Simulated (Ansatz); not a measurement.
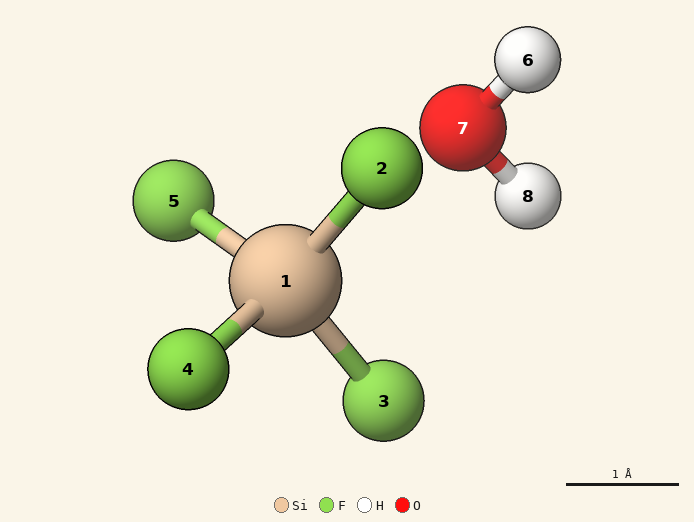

Atoms carry their numbers in the input. The geometry was computed by an optimisation with PBE0-D4/def2-TZVP.

Which atoms are bonded, and how long are the bonds?

```tsv
bond	length (Å)
Si1–F2	1.567
Si1–F3	1.567
Si1–F4	1.572
Si1–F5	1.560
H6–O7	0.960
O7–H8	0.960
```
